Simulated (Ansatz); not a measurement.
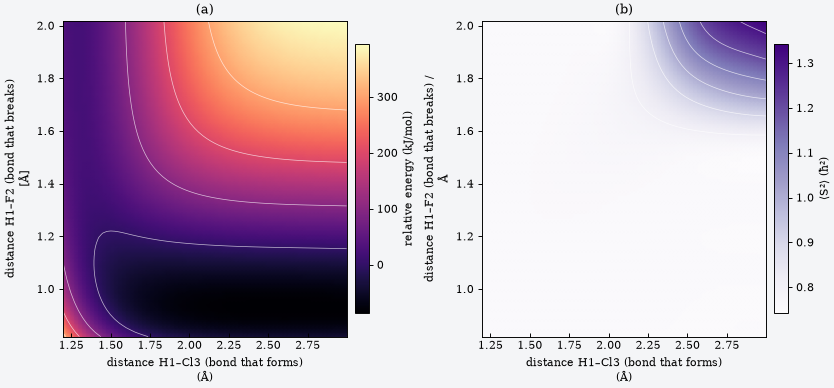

The reacting system ClFH (fragments FH + Cl where the first distance is long, ClH + F where the second is long), spin multiplicity 2. 
- The first coordinate is: distance H1–Cl3 (bond that forms); the second: distance H1–F2 (bond that breaks).
- Relaxed at each point: all other coordinates.
- The scan uses a 10 × 10 grid.
- Points are written as (first, second).
- Energies are in kJ/mol, from a guessed transition structure relaxed with its forming and breaking bonds held.
- In part of the range the unrestricted reference is strongly spin-contaminated.
- Theory: UKS B3LYP-D4/def2-SVP in Ansatz.

Panel (a) is the energy and panel (b) the computed ⟨S²⟩ on the same grid.

In the figure: a smooth colour map with a few white contour lines. Between grid points the surface is interpolated.

How does the ⟨S²⟩ vary over the map, and what is it at the lowest grid point?

Leaving out the highest fifth of the energies, it runs from 0.75 ħ² at (2.060 Å, 0.819 Å) to 0.77 ħ² at (2.060 Å, 1.542 Å). At the lowest grid point, (2.512 Å, 0.896 Å), it is 0.75 ħ².
